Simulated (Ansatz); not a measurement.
# Tc of Si2W (I4/mmm) from its phonons

Aim: the phonon-mediated transition temperature of Si2W (I4/mmm) at ambient pressure, over a range of μ*. The cell shown first is a relaxed one, from steps not shown here.

Method: DFT PBE, scalar-relativistic, plane waves, PAW; PAW set soft_1, in Ansatz 0.2.0.

## Step 1: The cell after earlier relaxation steps

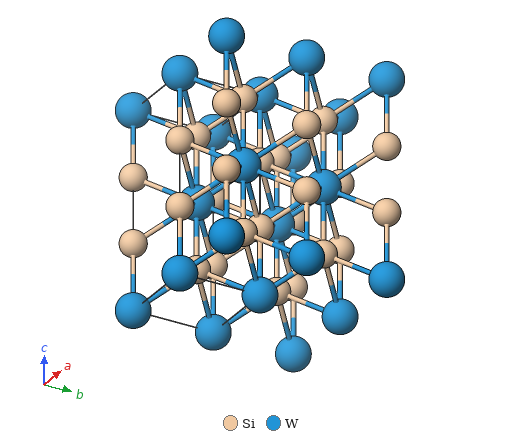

Start, viewed from a free direction; silicon light orange, tungsten blue. 2×2×1 cells are drawn. This picture shows the conventional cell, with its axes. Some periodic images of atoms are drawn too.

Structure file:

```cif
data_structure
_symmetry_space_group_name_H-M 'P 1'
_symmetry_Int_Tables_number 1
_cell_length_a 4.5489
_cell_length_b 4.5489
_cell_length_c 4.5489
_cell_angle_alpha 138.423
_cell_angle_beta 138.423
_cell_angle_gamma 60.255
_cell_volume 41.02
loop_
_atom_site_label
_atom_site_type_symbol
_atom_site_fract_x
_atom_site_fract_y
_atom_site_fract_z
_atom_site_occupancy
Si1 Si 0.33447 0.33447 0.00000 1
Si2 Si 0.66553 0.66553 0.00000 1
W3 W 0.00000 0.00000 0.00000 1
```

## Step 2: Coupling and resistivity: q 3×3×3, k 9×9×9, scattering 16×16×16

The run that gives the couplings also evaluates McMillan's and Allen and Dynes's formulas and, where asked, the Eliashberg equations, over a range of μ*.

input.yaml

```yaml
crystal:
  lattice:
    - [-1.6144737058, 1.6144737058, 3.9343583914]
    - [1.6144737058, -1.6144737058, 3.9343583914]
    - [1.6144737058, 1.6144737058, -3.9343583914]
  atoms:
    - { symbol: Si, position: [0.3344740828, 0.3344740828, 0.0] }
    - { symbol: Si, position: [0.6655259172, 0.6655259172, 0.0] }
    - { symbol: W, position: [0.0, 0.0, 0.0] }
kpoints:
  mp_grid: { grid: [9, 9, 9] }
hamiltonian:
  xc: pbe
  pseudopotentials: { kind: paw, azcp: { folder: soft_1 } }
scf:
  occupations: { method: methfessel_paxton, width: 0.2 }
output:
  eigenvalues: true
phonons:
  method: dfpt
  qmesh: [3, 3, 3]
  temperatures: { t_max: 1000, t_step: 50 }
  qpath:
    path:
      - [0.0, 0.0, 0.0]
      - [0.0, 0.0, 0.5]
      - [0.25, 0.25, 0.25]
      - [0.0, 0.5, 0.0]
      - [0.0, 0.0, 0.0]
      - [0.5, 0.5, -0.5]
    npoints: 6
  electrical_resistivity:
    mesh: [16, 16, 16]
    temperatures: [20.0, 50.0, 80.0, 100.0, 150.0, 200.0, 273.0, 300.0, 400.0, 500.0, 600.0, 800.0]
  superconductivity: { mesh: [16, 16, 16] }
```

Run with:

```bash
$ ansatz run input.yaml --threads 16 --pin off --max-ram 92160MiB --backend cuda --events-out ev --progress --plain --runs-dir out --max-vram 78GiB
```

Numbers of over 12 decimals in the logs are rounded to 6 here.

Log:

```text
Warning: phonons: the dynamical matrix that this run interpolates holds no multipole term above the dipole-dipole one, and a site of this crystal is no centre of inversion, so its interpolated transverse optical and acoustic branches and sound speeds can stay off near Gamma, and the density of states and the thermodynamics with them. What a run solves at a wave vector of phonons.qpoints, Gamma apart, where the deck admits one, is free of this, and under fd what a larger phonons.supercell samples
Engine: ansatz 0.2.0, aarch64-unknown-linux-gnu
Pseudopotentials: kind: paw
Pseudopotential: Si, paw, valence charge 4, recommended cutoff 420 eV (normal), soft_1/Si.paw.azcp
Pseudopotential: W, paw, valence charge 14, recommended cutoff 420 eV (normal), soft_1/W.paw.azcp
Functional definition: PBE
  parameter kappa = 0.804
  parameter beta = 0.066725
  exchange = pbe_x(kappa = kappa, mu = beta*pi^2/3)
  correlation = pbe_c(beta = beta)
[...]
Crystal: 3 atoms, lattice volume = 41.020 Å³
Basis set: ecut = 420 eV, 793 PW (Γ), exchange–correlation on 64×64×64 points (8 copies of the dense FFT grid, shifted against one another)
Bands: 15, of which v1, the nominal top of the filled ones, is band 11 counted from 1 (10 counted from 0)
Symmetry: 16 space group operations
k-points: 75 of 729
Non-local potential: Si, projectors of the file, l = 0: 2, l = 1: 2, l = 2: 1
Non-local potential: W, projectors of the file, l = 0: 3, l = 1: 2, l = 2: 2, l = 3: 1
PAW form: soft (Blöchl's): semilocal exchange-correlation on the pseudo side does not see the compensation charge
PAW one-centre angular grid: Si, 110 points (default); XC on 64 Gauss nodes
PAW one-centre angular grid: W, 590 points (default); XC on 64 Gauss nodes
Initial density: superposition of atomic densities (chi_scale 0.1, normalization cell, long waves kept (reshape's long-wave potential 0.00 eV rms))
Initial wavefunctions: pseudopotential atomic-orbital guess
[...]
Functional: x = pbe(κ = 0.804, μ = 0.219515), c = pbe(β = 0.066725)
SCF iter   1: F=—  HF=-11658.875720 eV  |F-HF|=—  |Δ(HF+E_count)|=         —  Δρ=5.03e-2  dr2=1.11e0  ethr=3.10e-3  ⟨swp⟩=5.3  Hψ=6127  notcnv=0
preconditioner: auto → Kerker (q_TF=auto, 2.459 Å⁻¹)  [metal: Δε(μ)=0.091 eV  Ē_g=8.190 eV  σ=0.200 eV  W_gap=0.36  n_scr=10 (ndim 8)  ℏωp=21.7 eV  f_vac=0.000  D(μ)=0.46/eV (n_scr^D=0)]
SCF iter   2: F=—  HF=-11658.622056 eV  |F-HF|=—  |Δ(HF+E_count)|=   2.54e-1  S|Δr|=    0.00e0  Δρ=2.63e-2  dr2=2.22e-1  ethr=3.10e-3  ⟨swp⟩=2.3  Hψ=2167  notcnv=0
preconditioner: auto → none  [insulator: Δε(μ)=0.181 eV  Ē_g=8.086 eV  σ=0.200 eV  W_gap=0.61  n_scr=10 (ndim 8)  ℏωp=21.7 eV  f_vac=0.000  D(μ)=0.31/eV (n_scr^D=0)  ε∞_Penn≈8.2]
SCF iter   3: F=—  HF=-11658.554929 eV  |F-HF|=—  |Δ(HF+E_count)|=   6.71e-2  S|Δr|=    0.00e0  Δρ=3.86e-3  dr2=5.27e-3  ethr=1.01e-3  ⟨swp⟩=2.9  Hψ=2112  notcnv=0
[...]
SCF iter   9: F=-11658.554384 eV  HF=-11658.554384 eV  |F-HF|=3.64e-12  |Δ(HF+E_count)|=  2.18e-11  S|Δr|=    0.00e0  Δρ=4.41e-8  dr2=5.19e-13  ethr=1.00e-12  ⟨swp⟩=5.1  Hψ=5281  notcnv=0
SCF 1 converged in 9 iterations: F = -11658.554384 eV  dr2 = 5.19e-13
  greatest PAW one-centre occupation: 0.999 electrons in one spin orbital (limit 2), on the W atom at site 2 (counted from 0), in its partial waves of l = 0
[...]
iter 1 solved again at ethr=2.27e-8 eV; its pass at ethr=3.10e-3 eV (dr2=5.00e-6 eV) is discarded
SCF iter   1: F=—  HF=-11658.554384 eV  |F-HF|=—  |Δ(HF+E_count)|=         —  Δρ=1.24e-7  dr2=5.83e-12  ethr=2.27e-8  ⟨swp⟩=3.1  Hψ=9508  notcnv=0
eigensolver tolerance schedule: the retry pair's looser diagonalisation over-reported the residual by 858019.87 of it (diagonalisation noise at an unbounded share of the residual, at the tolerance the schedule requests for it); recorded, not acted on — ethr = c·dr2/N_el stays at c = 1.0e-1
[...]
SCF iter   2: F=-11658.554384 eV  HF=-11658.554384 eV  |F-HF|=0.00e0  |Δ(HF+E_count)|=  9.50e-10  S|Δr|=    0.00e0  Δρ=6.93e-8  dr2=2.81e-12  ethr=1.00e-12  ⟨swp⟩=5.2  Hψ=4567  notcnv=0
SCF 2 converged in 2 iterations: F = -11658.554384 eV  dr2 = 2.81e-12
[...]
SCF 3 converged in 9 iterations: F = -11658.554384 eV  dr2 = 5.46e-13
[...]
SCF converged after 9 iterations
[...]
Hall coefficient in a weak field at 50 K (a third of the trace): 1.257e-9 m³/C (as a tensor it moves by 5.4 % between the two finest meshes); by each state's relaxation time: 1.169e-9 m³/C; by a constant relaxation time: 6.659e-10 m³/C
  mean free path at 80 K (of a tensor a third of its trace): 493 nm by what each carries, 423 by the Fermi surface alone
  Hall coefficient in a weak field at 80 K (a third of the trace): 1.291e-9 m³/C (as a tensor it moves by 8.2 % between the two finest meshes); by each state's relaxation time: 1.288e-9 m³/C; by a constant relaxation time: 6.642e-10 m³/C
  mean free path at 100 K (of a tensor a third of its trace): 289 nm by what each carries, 252 by the Fermi surface alone
  Hall coefficient in a weak field at 100 K (a third of the trace): 1.266e-9 m³/C (as a tensor it moves by 9.0 % between the two finest meshes); by each state's relaxation time: 1.266e-9 m³/C; by a constant relaxation time: 6.633e-10 m³/C
  mean free path at 150 K (of a tensor a third of its trace): 125 nm by what each carries, 113 by the Fermi surface alone
  Hall coefficient in a weak field at 150 K (a third of the trace): 1.154e-9 m³/C (as a tensor it moves by 10.2 % between the two finest meshes); by each state's relaxation time: 1.152e-9 m³/C; by a constant relaxation time: 6.610e-10 m³/C
  mean free path at 200 K (of a tensor a third of its trace): 76.6 nm by what each carries, 70.6 by the Fermi surface alone
  Hall coefficient in a weak field at 200 K (a third of the trace): 1.076e-9 m³/C (as a tensor it moves by 10.9 % between the two finest meshes); by each state's relaxation time: 1.074e-9 m³/C; by a constant relaxation time: 6.581e-10 m³/C
  mean free path at 273 K (of a tensor a third of its trace): 48.9 nm by what each carries, 45.7 by the Fermi surface alone
  Hall coefficient in a weak field at 273 K (a third of the trace): 1.017e-9 m³/C (as a tensor it moves by 11.4 % between the two finest meshes); by each state's relaxation time: 1.014e-9 m³/C; by a constant relaxation time: 6.522e-10 m³/C
  mean free path at 300 K (of a tensor a third of its trace): 43.2 nm by what each carries, 40.6 by the Fermi surface alone
  Hall coefficient in a weak field at 300 K (a third of the trace): 1.003e-9 m³/C (as a tensor it moves by 11.5 % between the two finest meshes); by each state's relaxation time: 1.000e-9 m³/C; by a constant relaxation time: 6.497e-10 m³/C
  mean free path at 400 K (of a tensor a third of its trace): 30.2 nm by what each carries, 28.7 by the Fermi surface alone
  Hall coefficient in a weak field at 400 K (a third of the trace): 9.642e-10 m³/C (as a tensor it moves by 12.4 % between the two finest meshes); by each state's relaxation time: 9.603e-10 m³/C; by a constant relaxation time: 6.392e-10 m³/C
  mean free path at 500 K (of a tensor a third of its trace): 23.3 nm by what each carries, 22.3 by the Fermi surface alone
  Hall coefficient in a weak field at 500 K (a third of the trace): 9.429e-10 m³/C (as a tensor it moves by 12.5 % between the two finest meshes); by each state's relaxation time: 9.394e-10 m³/C; by a constant relaxation time: 6.269e-10 m³/C
  mean free path at 600 K (of a tensor a third of its trace): 18.9 nm by what each carries, 18.1 by the Fermi surface alone
  Hall coefficient in a weak field at 600 K (a third of the trace): 9.232e-10 m³/C (as a tensor it moves by 12.7 % between the two finest meshes); by each state's relaxation time: 9.200e-10 m³/C; by a constant relaxation time: 6.130e-10 m³/C
  mean free path at 800 K (of a tensor a third of its trace): 13.5 nm by what each carries, 13.1 by the Fermi surface alone
  Hall coefficient in a weak field at 800 K (a third of the trace): 8.967e-10 m³/C (as a tensor it moves by 12.8 % between the two finest meshes); by each state's relaxation time: 8.937e-10 m³/C; by a constant relaxation time: 5.792e-10 m³/C
  the resistivity times a path that all electrons share, by the Fermi surface of the deck's mesh alone (a third of the trace): 4.896e-15 Ω·m²
  not converged in the mesh (λ; λ_tr; the resistivity at 20 K by 64.11 %; the resistivity at 50 K by 24.03 %; the resistivity at 80 K by 23.70 %; the resistivity at 100 K by 26.71 %; the resistivity at 150 K by 28.25 %; the resistivity at 200 K by 28.16 %; the resistivity at 273 K by 27.36 %; the resistivity at 300 K by 27.13 %; the resistivity at 400 K by 27.74 %; the resistivity at 500 K by 27.42 %; the resistivity [...]
  vibrations of 27 cells: unjudged by the run; compare a larger repeat
  the changes of the potential over all sites missed a rigid shift's by 0.00 % (the site terms' by 0.00 %)
  at the force constants' own smearing the fine mesh and the k-points of their solves give squared frequencies that differ by 6.6 % of the larger at the most, at (0.3333, 0.3333, -0.3333)
--- Superconductivity: potentials and phonons of a 3×3×3 supercell ---
           mesh         λ    ħω_log (meV)  μ* declared at (meV)
       16×16×16    0.0839          23.526               30.618
          8×8×8    0.0861          24.413               30.324
          4×4×4    0.1457          25.404               30.978
  λ by the species' shares of the modes' patterns: Si 0.0386, W 0.0453
  with the Fermi level up to 60.0 meV (the hardest mode) off, states and modes as they are: density of states 0.1113 to 0.1982 /eV of one spin and cell, λ 0.0811 to 0.1469
  transition temperature on the deck's mesh (K), isotropic and anisotropic, restricted to the Fermi surface (FSR) and over the full bandwidth (FBW), and the last with the density of states resolved in a narrower window:
        μ*   McMillan   Allen–Dynes      iso. FSR      iso. FBW    aniso. FSR    aniso. FBW  narrow window
      0.08          -             -    none_found    none_found    none_found    none_found     none_found
      0.10          -             -    none_found    none_found    none_found    none_found     none_found
      0.12          -             -    none_found    none_found    none_found    none_found     none_found
      0.13          -             -    none_found    none_found    none_found    none_found     none_found
      0.14          -             -    none_found    none_found    none_found    none_found     none_found
      0.16          -             -    none_found    none_found    none_found    none_found     none_found
      0.20          -             -    none_found    none_found    none_found    none_found     none_found
  none_found: no transition down to 0.1 K
  isotope coefficients −∂ln Tc/∂ln M under μ* = 0.13, the force constants as they are, of the isotropic transitions restricted to the Fermi surface and over the full bandwidth: Si - and -, W - and -
  not converged in the mesh (λ): between neighbouring meshes, the two finest first, λ moves by 2.55 % and 69.32 % and the anisotropic transition temperature over the full bandwidth at μ* = 0.13 by nothing (neither mesh has one) and nothing (neither mesh has one); converged means that the two finest part by at most 2.00 % and 5.00 %
  vibrations of 27 cells: unjudged by the run; compare a larger repeat
  the changes of the potential over all sites missed a rigid shift's by 0.00 % (the site terms' by 0.00 %)
  at the force constants' own smearing the fine mesh and the k-points of their solves give squared frequencies that differ by 6.6 % of the larger at the most, at (0.3333, 0.3333, -0.3333)
```

Wall time 25 s (1 × NVIDIA GB200 with 16 threads of Arm Neoverse V2, shared host); peak memory 3.2 GiB; 3 min of CPU time.

Numbers from this step:

```
volume per atom                                                                : 13.67 Å³/atom
metallic on mesh                                                               : yes
gap on the k-mesh                                                              : 0 eV
zero-point energy                                                              : 0.1497 eV/cell
share of imaginary modes in the plain interpolation between solved wavevectors : 0
highest frequency, solved or plainly interpolated                              : 454.9 cm⁻¹
Debye temperature (second moment)                                              : 530 K
resistivity at 300 K                                                           : 12.23 μΩ cm, mean of the axes
coupling constant λ                                                            : 0.08393
density of states at the Fermi level                                           : 0.1144 states/eV a spin and cell
log mean phonon energy ħω_log                                                  : 23.53 meV
transport coupling constant λ_tr                                               : 0.08401, 0.08401, 0.07471 (xx, yy, zz)
Drude plasma energy                                                            : 2.569, 2.569, 3.019 eV (xx, yy, zz)
resistivity times mean free path                                               : 53.84, 53.84, 39.2 × 10⁻¹⁶ Ω m² (xx, yy, zz)
second-moment phonon energy ħω₂                                                : 30.62 meV
```

Transition temperatures:

```
  μ*
0.08
 0.1
0.12
0.13
0.14
0.16
 0.2
```

## Step 3: Electron–phonon run: q 4×4×4, k 12×12×12, scattering 20×20×20

The next rung changes the q mesh, which sets the reach of the force constants and couplings; the k mesh of the density and its response; the scattering mesh, which samples the Fermi surface.

Edit input.yaml of step 2 so:

```diff
@@ -10,3 +10,3 @@
 kpoints:
-  mp_grid: { grid: [9, 9, 9] }
+  mp_grid: { grid: [12, 12, 12] }
 hamiltonian:
@@ -20,3 +20,3 @@
   method: dfpt
-  qmesh: [3, 3, 3]
+  qmesh: [4, 4, 4]
   temperatures: { t_max: 1000, t_step: 50 }
@@ -32,4 +32,4 @@
   electrical_resistivity:
-    mesh: [16, 16, 16]
+    mesh: [20, 20, 20]
     temperatures: [20.0, 50.0, 80.0, 100.0, 150.0, 200.0, 273.0, 300.0, 400.0, 500.0, 600.0, 800.0]
-  superconductivity: { mesh: [16, 16, 16] }
+  superconductivity: { mesh: [20, 20, 20] }
```

Log:

```text
[...]
Crystal: 3 atoms, lattice volume = 41.020 Å³
Basis set: ecut = 420 eV, 793 PW (Γ), exchange–correlation on 64×64×64 points (8 copies of the dense FFT grid, shifted against one another)
Bands: 15, of which v1, the nominal top of the filled ones, is band 11 counted from 1 (10 counted from 0)
Symmetry: 16 space group operations
k-points: 163 of 1728
[...]
SCF iter   1: F=—  HF=-11658.879787 eV  |F-HF|=—  |Δ(HF+E_count)|=         —  Δρ=5.03e-2  dr2=1.11e0  ethr=3.10e-3  ⟨swp⟩=5.3  Hψ=13295  notcnv=0
[...]
SCF iter   2: F=—  HF=-11658.624053 eV  |F-HF|=—  |Δ(HF+E_count)|=   2.56e-1  S|Δr|=    0.00e0  Δρ=2.63e-2  dr2=2.23e-1  ethr=3.10e-3  ⟨swp⟩=2.3  Hψ=4647  notcnv=0
[...]
SCF iter   9: F=-11658.556077 eV  HF=-11658.556077 eV  |F-HF|=0.00e0  |Δ(HF+E_count)|=  7.28e-12  S|Δr|=    0.00e0  Δρ=4.12e-8  dr2=5.07e-13  ethr=1.00e-12  ⟨swp⟩=5.2  Hψ=11935  notcnv=0
SCF 1 converged in 9 iterations: F = -11658.556077 eV  dr2 = 5.07e-13
[...]
SCF iter   3: F=-11658.556077 eV  HF=-11658.556077 eV  |F-HF|=3.64e-12  |Δ(HF+E_count)|=  5.46e-12  S|Δr|=    0.00e0  Δρ=6.80e-8  dr2=2.97e-12  ethr=1.00e-12  ⟨swp⟩=1.0  Hψ=5542  notcnv=0
SCF 2 converged in 3 iterations: F = -11658.556077 eV  dr2 = 2.97e-12
[...]
SCF 3 converged in 9 iterations: F = -11658.556077 eV  dr2 = 4.94e-13
[...]
SCF converged after 9 iterations
[...]
vibrations of 64 cells: unjudged by the run; compare a larger repeat
[...]
--- Superconductivity: potentials and phonons of a 4×4×4 supercell ---
           mesh         λ    ħω_log (meV)  μ* declared at (meV)
       20×20×20    0.0889          23.753               30.898
       10×10×10    0.0928          24.266               30.736
          5×5×5    0.1185          25.388               30.843
  λ by the species' shares of the modes' patterns: Si 0.0419, W 0.0469
[...]
0.08      0.000         0.000    none_found    none_found    none_found    none_found     none_found
      0.10          -             -    none_found    none_found    none_found    none_found     none_found
      0.12          -             -    none_found    none_found    none_found    none_found     none_found
      0.13          -             -    none_found    none_found    none_found    none_found     none_found
      0.14          -             -    none_found    none_found    none_found    none_found     none_found
      0.16          -             -    none_found    none_found    none_found    none_found     none_found
      0.20          -             -    none_found    none_found    none_found    none_found     none_found
  none_found: no transition down to 0.1 K
[...]
vibrations of 64 cells: unjudged by the run; compare a larger repeat
[...]
```

It took 56 s on 1 × NVIDIA GB200 with 16 threads; peak memory 5.8 GiB; 5.9 min of CPU time.

This step gave:

```yaml
zero_point_energy: 0.1500 eV/cell
highest_frequency_solved_or_plainly_interpolated: 451.2 cm⁻¹
debye_temperature_second_moment: 531 K
resistivity_at_300_k: 12.33 μΩ cm, mean of the axes
coupling_constant_lambda: 0.08886
density_of_states_at_the_fermi_level: 0.1149 states/eV a spin and cell
log_mean_phonon_energy_omega_log: 23.75 meV
transport_coupling_constant_lambda_tr: 0.08772, 0.08772, 0.07753 (xx, yy, zz)
drude_plasma_energy: 2.595, 2.595, 2.982 eV (xx, yy, zz)
resistivity_times_mean_free_path: 52.47, 52.47, 40.27 × 10⁻¹⁶ Ω m² (xx, yy, zz)
second_moment_phonon_energy_omega: 30.90 meV
```

An empty cell: under 1 mK by a formula, or no transition down to the floor of the Eliashberg search. Transition temperatures:

```
  μ*  McMillan Tc (K)  Allen–Dynes Tc (K)
0.08                -                   -
 0.1                -                   -
0.12                -                   -
0.13                -                   -
0.14                -                   -
0.16                -                   -
 0.2                -                   -
```

(Part 1 of 2 ends here.)

[Logs are printed without paths, hosts, clocks, repeated set-up lines and the standing remarks that a program may print on its own settings, such as how far it seeks lower states.]

[Hosts, paths, dates, database ids (printed as entryN), source tags and the programs' standing remarks are cut or masked in the printed files.]
